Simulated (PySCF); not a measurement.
**C2 (charge −1, doublet): density, localisation and related maps**

```xyz
2

C     0.0000    0.0000   -0.6320
C     0.0000    0.0000    0.6320
```

Theory: PySCF 2.14.0, PBE0/def2-SVPD, non-relativistic Hamiltonian with scalar-relativistic core potentials where named, at a bond length of 1.264 Å.

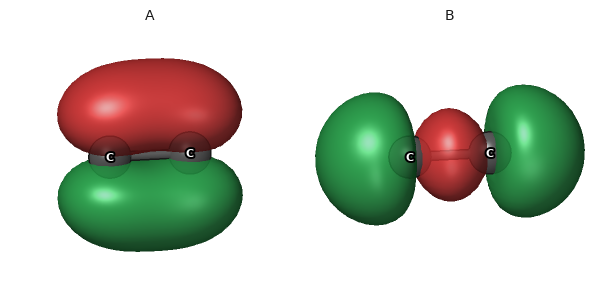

Figure 1. Two frontier α-spin orbitals, each drawn at the value that holds 80 % of its norm (green and red are the two phases), in no order; of a degenerate pair one member is drawn.

Label each orbital by symmetry, say whether it is occupied, and order them by energy.

Answer. Orbital B: σg, occupied in this spin, −1.33 eV; with no node between the nuclei.
Orbital A: πu, occupied in this spin, −0.60 eV; with no node between the nuclei, bonding.

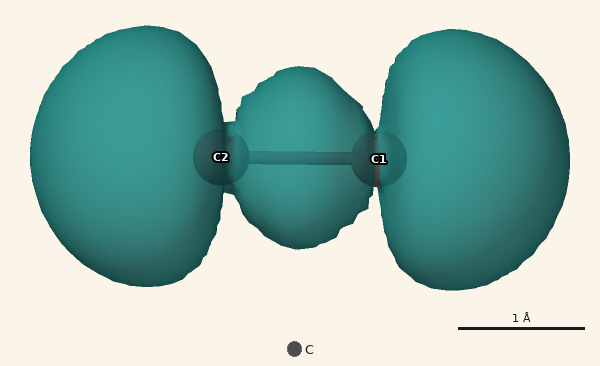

Figure 2. Isosurface of the spin density (α minus β) at +0.02 e/Å³ (teal), seen from one side.

Where is the unpaired spin?

Answer. The unpaired spin (1 electron) lies mostly on C1 (about 0.5) and C2 (about 0.5), in electrons by Hirshfeld's partition.

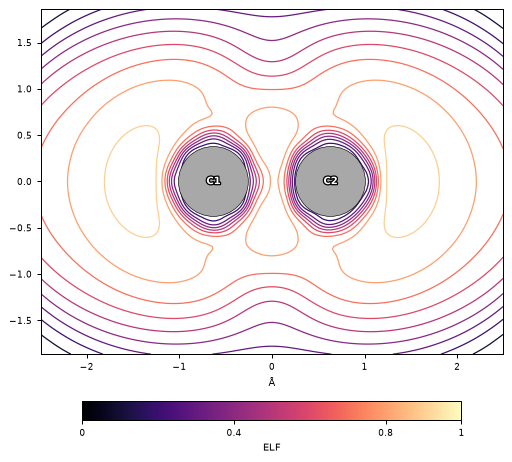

Figure 3. ELF on a plane that holds the molecular axis. Grey discs cover the atomic cores.

Describe what can be read from this map.

Answer. Atoms in the plane: C. C–C (1.26 Å): the ELF peaks at about 0.80 between the atoms: a multiple bond. The ELF also peaks beside C2 and C1, away from the bonds: non-bonding electrons, paired or unpaired.
